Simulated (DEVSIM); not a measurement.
Structure: Al/Si3N4/p-Si capacitor, at 300 K.

```tsv
layer (left to right)	material	thickness (nm)	Na (cm⁻³)
1	Si3N4	5.60	-
2	Si	470	1.5e18
```

Metal gate on the left, work function 4.1 eV. Fixed charge at the semiconductor interface -1.63e12 cm⁻² (in units of +e); no interface traps.

The device is made up for the run: typed textbook-type constants, with dimensions and the other settings drawn at random. Values at 300 K.

| parameter | Si3N4 | Si |
|---|---|---|
| gap (eV) | 5.1 | 1.124 |
| affinity (eV) | 2.1 | 4.05 |
| permittivity | 7.5 | 11.7 |
| Nc (cm⁻³) | - | 2.86e19 |
| Nv (cm⁻³) | - | 3.1e19 |

Model (solved in DEVSIM): 1D Poisson equation in equilibrium, Boltzmann statistics, complete ionisation; no quantum confinement or tunnelling. Metal contacts follow the ideal Schottky-Mott rule: no Fermi-level pinning, no interface dipoles.

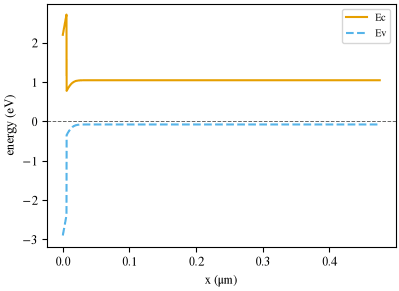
Fig. 1. Band edges at -0.2 V on the gate

Energies count from the Fermi level of the right contact; mesh points crowd at the junctions.

```
x (μm)     Ec (eV)  Ev (eV)  n (cm⁻³)  p (cm⁻³)  field (V/cm)
---------  -------  -------  --------  --------  ------------
0.000        2.200   -2.900     < 1e2     < 1e2        930000
0.0008542    2.279   -2.821     < 1e2     < 1e2        930000
0.001989     2.384   -2.716     < 1e2     < 1e2        930000
0.003498     2.524   -2.576     < 1e2     < 1e2        930000
0.004992     2.663   -2.438     < 1e2     < 1e2        930000
0.005768     0.774   -0.350   2800000    4.1e13        340000
0.006883     0.810   -0.314    700000    1.7e14        310000
0.009754     0.890   -0.234     32000    3.7e15        250000
0.01420      0.977   -0.147      1100    1.0e17        140000
0.02235      1.037   -0.087       110    1.1e18         25000
0.03623      1.046   -0.078     < 1e2    1.5e18           440
0.07587      1.046   -0.078     < 1e2    1.5e18           ≈ 0
0.1312       1.046   -0.078     < 1e2    1.5e18           ≈ 0
0.2370       1.046   -0.078     < 1e2    1.5e18           ≈ 0
0.3680       1.046   -0.078     < 1e2    1.5e18           ≈ 0
0.4155       1.046   -0.078     < 1e2    1.5e18           ≈ 0
0.4434       1.046   -0.078     < 1e2    1.5e18           ≈ 0
0.4586       1.046   -0.078     < 1e2    1.5e18           ≈ 0
0.4684       1.046   -0.078     < 1e2    1.5e18           ≈ 0
0.4722       1.046   -0.078     < 1e2    1.5e18           ≈ 0
0.4742       1.046   -0.078     < 1e2    1.5e18           ≈ 0
0.4756       1.046   -0.078     < 1e2    1.5e18           ≈ 0
```
